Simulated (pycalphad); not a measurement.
CALPHAD calculation (pycalphad, COST 507 light-alloy database (1999)), 1 atm. The database dates from 1999; later assessments differ in places, in temperatures and in the compounds included. Phase fractions are per mole of atoms.

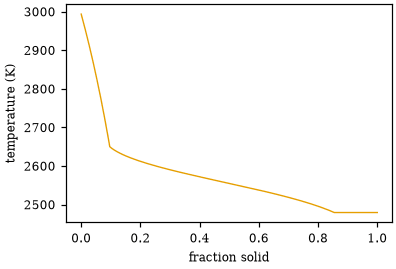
Figure. Scheil-Gulliver solidification path of Hf-8.75C (at.%)

Task: Compare equilibrium and Scheil-Gulliver solidification of Hf-8.75C (at.%).

Result: Both start at the liquidus, 2994 K. In full equilibrium the last liquid goes at 2594 K (range 400 K), and at 2500 K the alloy holds hcp. With no diffusion in the solid (Scheil-Gulliver, steps of 4 K) the liquid lasts to an invariant point at 2479 K (range 515 K), where the last 0.15 of it freezes; the solid then holds hcp 0.81, fcc 0.10, bcc 0.09.

```
last step ahead of the change, T (K)  liquid left there  liquid composition there (at.%)  solids forming below it
------------------------------------  -----------------  -------------------------------  -----------------------
2994                                               1.00                            8.8 C                      fcc
2650                                               0.90                            6.0 C                      hcp
2479                                               0.15                            1.4 C                bcc + hcp
```
Solids once formed stay as they are in this model, so peritectic reactions do not proceed; the changes are located to one step.

The fcc model also describes the rock-salt carbide or nitride (TiC, TiN, HfC).
